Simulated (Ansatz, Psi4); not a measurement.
**Predicting a hybrid from its neighbours: AlCl (aluminium monochloride)**

AlCl: 2 atoms, total charge 0, spin state singlet. As SMILES, `[Al][Cl]`. Geometry: the measured bond length.

The electronic atomisation energy y, in eV, basis aug-cc-pVTZ; a is the functional's share of exact exchange. Programs: Ansatz 0.2.0, Psi4 1.11.

```
functional  program     a  y (eV)
      TPSS     Psi4     0    5.12
    r2SCAN   Ansatz     0    5.19
     B3LYP   Ansatz   0.2    5.04
   r2SCAN0   Ansatz  0.25    5.08
      PBE0   Ansatz  0.25       ?
     BHLYP   Ansatz   0.5    4.93
```

Q: Fit y = c + s·a to the known rows and predict PBE0.

A: 
1. Means of the 5 rows: a = 0.1900, y = 5.072.
2. Σ(Δa)² = 0.172, Σ(Δa·Δy) = -0.0754, so the slope is -0.0754/0.172 = -0.43837.
3. Intercept: 5.072 − (-0.43837) × 0.1900 = 5.155. The largest residual of the fit is 0.035.
4. PBE0: 5.155 + (-0.43837) × 0.25 = 5.05 eV.

The run gave 5.12 eV, so the prediction is off by -0.07 eV, more than the scatter of the fit. The rows mix families of semi-local functionals, which the line can't see.

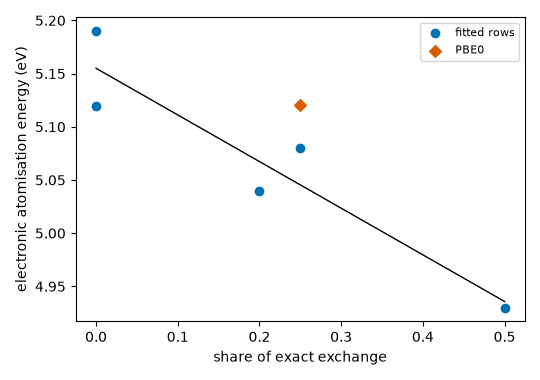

The fitted line, with the withheld row.
